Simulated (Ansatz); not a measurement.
## C3H9ClSi: geometry relaxation (part 2 of 2)

The same run, continued: C3H9ClSi; UKS PBE0-D4/6-31G (Ansatz 0.2.0). It belongs to a series of runs on one base structure; here: end point A relaxed.

Geometry of the input (Å):
```
Si 0.1341  0.4376  0.9696
C  -0.2284  -0.4658  -0.6381
C  -1.2728  -1.5838  -0.6192
C  1.5558  1.5018  0.3324
H  1.4522  1.2451  -0.7189
H  0.3774  -0.4240  2.1748
Cl -1.5841  1.6976  1.4935
H  0.7439  -0.8572  -0.9753
H  -0.5131  0.3144  -1.3589
H  -2.2461  -1.2190  -0.2732
H  -0.9710  -2.4030  0.0442
H  -1.4173  -2.0089  -1.6189
H  2.5383  1.1899  0.6986
H  1.4312  2.5751  0.4893
```

Trajectory as extended XYZ, continued:
```
14
Properties=species:S:1:pos:R:3:forces:R:3 step=4 energy=-23645.87513
Si    0.2056    0.4298    0.7701   -0.1363  -0.0135   0.2357
C    -0.2633   -0.5697   -0.7721   -0.1443  -0.2472  -0.0193
C    -1.3538   -1.6306   -0.5518   -0.0028  -0.0354  -0.0985
C     1.6278    1.6192    0.4126    0.0439   0.0137   0.3139
H     1.7103    1.7347   -0.6620    0.1331   0.1451  -0.3565
H     0.4620   -0.4251    1.9799   -0.0095  -0.0474  -0.0464
Cl   -1.5557    1.6291    1.3429    0.0286  -0.0528  -0.0620
H     0.6630   -1.0333   -1.1520   -0.0926   0.0386   0.0562
H    -0.5826    0.1567   -1.5319    0.0065  -0.0436  -0.0307
H    -2.3020   -1.1776   -0.2439    0.0482   0.0804   0.0508
H    -1.0738   -2.3651    0.2128    0.0688   0.0889   0.0226
H    -1.5545   -2.1927   -1.4724    0.0616   0.0632  -0.0148
H     2.5710    1.2243    0.8076   -0.0391   0.0317  -0.0550
H     1.4459    2.6003    0.8601    0.0340  -0.0215   0.0040
14
Properties=species:S:1:pos:R:3:forces:R:3 step=6 energy=-23645.91572
Si    0.1901    0.4446    0.7300    0.0943  -0.0579   0.0187
C    -0.2293   -0.6295   -0.7802   -0.0245   0.0799   0.0241
C    -1.3627   -1.6278   -0.5287    0.0036   0.0082  -0.0490
C     1.6168    1.6495    0.4254    0.0347   0.0990  -0.1012
H     1.5390    2.0766   -0.5823    0.0150   0.0132   0.1105
H     0.4240   -0.3888    1.9526    0.0016  -0.0622   0.0777
Cl   -1.6010    1.6214    1.1994   -0.0528   0.0435  -0.0154
H     0.6926   -1.1470   -1.0815    0.0005  -0.0118   0.0067
H    -0.4841    0.0567   -1.5991   -0.0217  -0.0559  -0.0300
H    -2.2828   -1.1151   -0.2264    0.0229  -0.0072  -0.0111
H    -1.1007   -2.3398    0.2619   -0.0016   0.0074   0.0042
H    -1.5814   -2.2017   -1.4356   -0.0206  -0.0191   0.0099
H     2.5814    1.1343    0.5107   -0.0608  -0.0131  -0.0113
H     1.5980    2.4664    1.1538    0.0092  -0.0240  -0.0340
14
Properties=species:S:1:pos:R:3:forces:R:3 step=8 energy=-23645.92228
Si    0.1974    0.4421    0.7334   -0.0456   0.0069  -0.0225
C    -0.2200   -0.6384   -0.7749    0.0043  -0.0181  -0.0308
C    -1.3646   -1.6260   -0.5310   -0.0108   0.0087   0.0427
C     1.6131    1.6607    0.4231    0.0366   0.0065   0.0011
H     1.4929    2.1547   -0.5470   -0.0181  -0.0106   0.0507
H     0.4203   -0.3865    1.9682    0.0132   0.0008  -0.0122
Cl   -1.6075    1.6189    1.1713   -0.0118   0.0185   0.0045
H     0.6996   -1.1699   -1.0589    0.0111  -0.0103  -0.0056
H    -0.4624    0.0320   -1.6098    0.0123   0.0086   0.0080
H    -2.2827   -1.0994   -0.2479    0.0050  -0.0135  -0.0067
H    -1.1195   -2.3267    0.2751   -0.0140  -0.0061   0.0043
H    -1.5801   -2.2145   -1.4296    0.0184   0.0131  -0.0010
H     2.5696    1.1247    0.4256   -0.0086   0.0205  -0.0109
H     1.6440    2.4282    1.2025    0.0081  -0.0250  -0.0217
14
Properties=species:S:1:pos:R:3:forces:R:3 step=10 energy=-23645.92508 accepted=F
Si    0.1825    0.4561    0.7212    0.0113  -0.0001   0.0535
C    -0.2150   -0.6465   -0.7755    0.0075  -0.0025   0.0004
C    -1.3594   -1.6330   -0.5240   -0.0190   0.0002  -0.0210
C     1.6127    1.6627    0.4265    0.1026   0.0961  -0.0411
H     1.4190    2.2760   -0.4660    0.0513  -0.1055   0.1746
H     0.3863   -0.3656    1.9653    0.0066   0.0058  -0.0259
Cl   -1.6138    1.6546    1.1374   -0.0009  -0.0003  -0.0132
H     0.7095   -1.1823   -1.0372   -0.0045   0.0047   0.0078
H    -0.4464    0.0081   -1.6258   -0.0042  -0.0086  -0.0018
H    -2.2913   -1.1060   -0.2912    0.0204  -0.0044  -0.0040
H    -1.1363   -2.3019    0.3153    0.0036   0.0090  -0.0104
H    -1.5385   -2.2555   -1.4081   -0.0077   0.0032   0.0199
H     2.5483    1.1017    0.2734   -0.1530   0.1122   0.0197
H     1.7426    2.3317    1.2886   -0.0141  -0.1097  -0.1586
14
Properties=species:S:1:pos:R:3:forces:R:3 step=11 energy=-23645.92639
Si    0.1869    0.4521    0.7272   -0.0178   0.0093  -0.0206
C    -0.2137   -0.6460   -0.7731   -0.0050  -0.0010  -0.0310
C    -1.3618   -1.6290   -0.5279    0.0062  -0.0153   0.0372
C     1.6110    1.6630    0.4252   -0.0096  -0.0095  -0.0076
H     1.4366    2.2431   -0.4861   -0.0083  -0.0027   0.0143
H     0.4018   -0.3713    1.9664   -0.0011  -0.0006   0.0013
Cl   -1.6156    1.6422    1.1421    0.0059  -0.0013   0.0021
H     0.7098   -1.1824   -1.0353    0.0024  -0.0080  -0.0054
H    -0.4450    0.0100   -1.6222    0.0165   0.0150   0.0052
H    -2.2854   -1.0994   -0.2729   -0.0082   0.0046  -0.0001
H    -1.1294   -2.3110    0.2976   -0.0170  -0.0123   0.0065
H    -1.5602   -2.2381   -1.4167    0.0181   0.0135  -0.0026
H     2.5499    1.1095    0.3129    0.0125   0.0032  -0.0050
H     1.7152    2.3573    1.2630    0.0054   0.0051   0.0056
14
Properties=species:S:1:pos:R:3:forces:R:3 step=13 energy=-23645.92730
Si    0.1870    0.4524    0.7236   -0.0028  -0.0066   0.0093
C    -0.2062   -0.6546   -0.7719    0.0034   0.0010  -0.0031
C    -1.3634   -1.6272   -0.5261   -0.0063  -0.0009   0.0033
C     1.6084    1.6670    0.4245    0.0067   0.0080  -0.0011
H     1.4011    2.2898   -0.4514    0.0061  -0.0096   0.0145
H     0.3965   -0.3676    1.9662    0.0072  -0.0014  -0.0022
Cl   -1.6169    1.6409    1.1356    0.0017   0.0018  -0.0060
H     0.7156   -1.2011   -1.0204   -0.0017   0.0021   0.0022
H    -0.4231   -0.0036   -1.6285    0.0011   0.0002  -0.0019
H    -2.2883   -1.0880   -0.2956    0.0023  -0.0018  -0.0008
H    -1.1504   -2.2982    0.3139   -0.0024   0.0019  -0.0012
H    -1.5492   -2.2483   -1.4092    0.0025   0.0025   0.0012
H     2.5403    1.1160    0.2501   -0.0177   0.0141   0.0018
H     1.7484    2.3226    1.2890   -0.0002  -0.0113  -0.0161
```

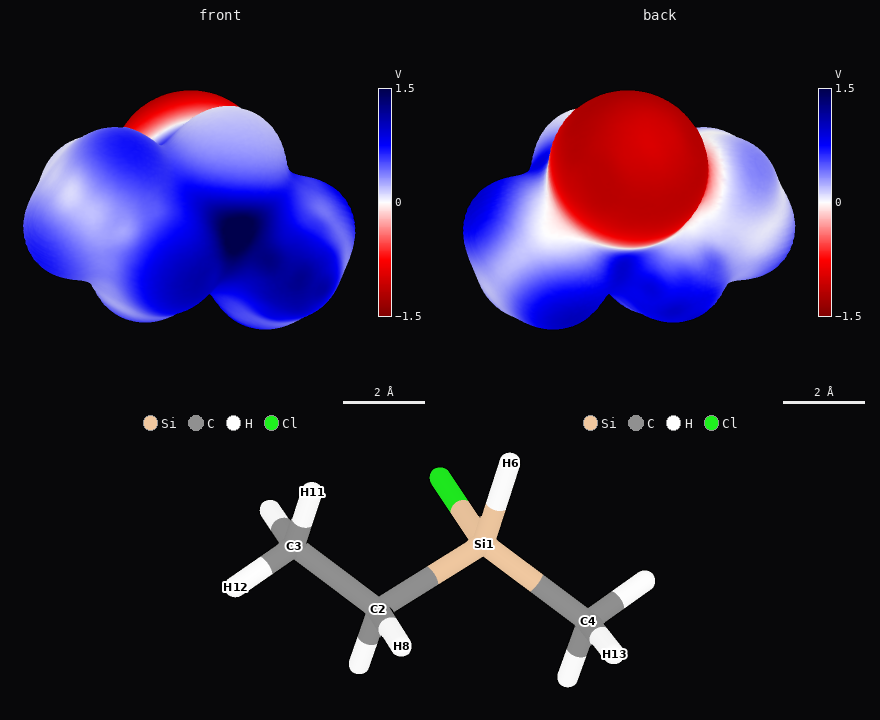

Figure 1. The electrostatic potential painted on the density surface at 0.002 e/bohr³, seen at a tilt and from behind; the colour scale runs from red (negative) to blue (positive). The bare structure is drawn below in the same view. A positive charge is drawn to the negative regions and a negative charge to the positive ones.

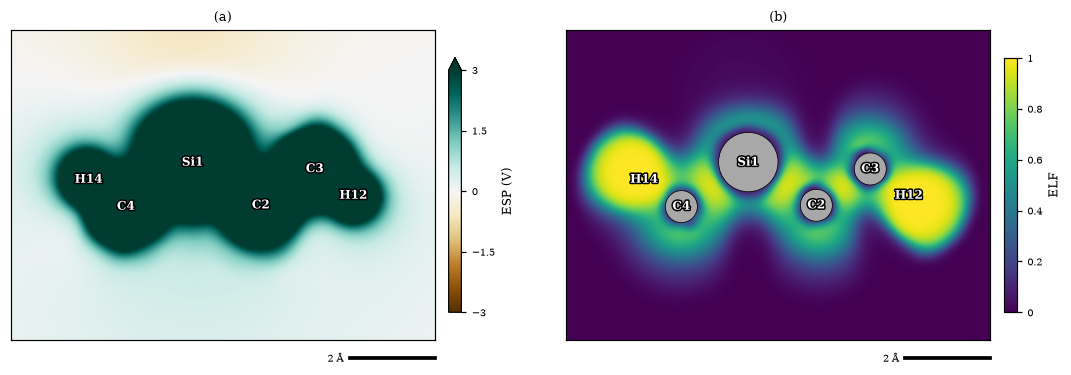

Figure 2. (a) electrostatic potential; (b) electron localisation function on the plane of atoms Si1, C4 and H14. Grey discs, where drawn, cover atomic cores. C–Si (1.89 Å): the ELF peaks at about 0.95 between the atoms (a covalent bond). C–H (1.09 Å): the ELF climbs to about 1 towards the hydrogen, as it does in any bond to H; a covalent bond by its length.

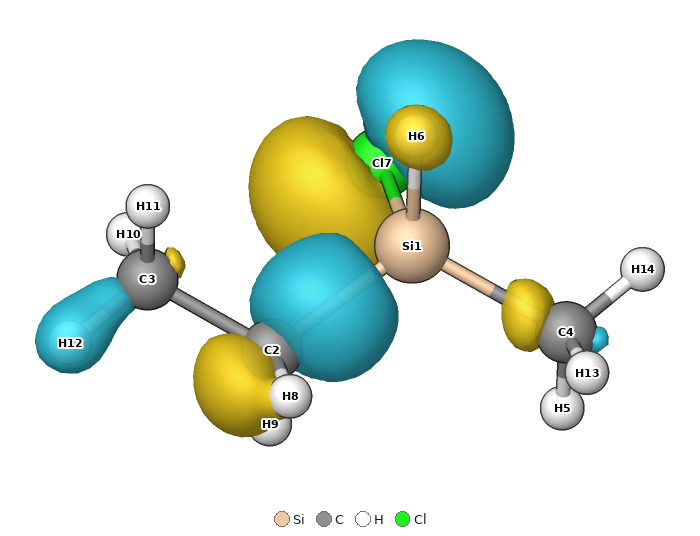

Figure 3. The HOMO (α) at ±0.15 Å⁻³ᐟ² (yellow and cyan are the two phases), seen at a tilt. Its energy is −8.18 eV.

Results in brief:

```tsv
quantity	value
outcome	converged
total energy	−23645.9273 eV
mean-field energy	−23645.6609 eV
largest force (length of the vector) at the end	0.023 eV/Å
wall time	30 s (CPU time 58 s)
peak memory	0.28 GiB
```
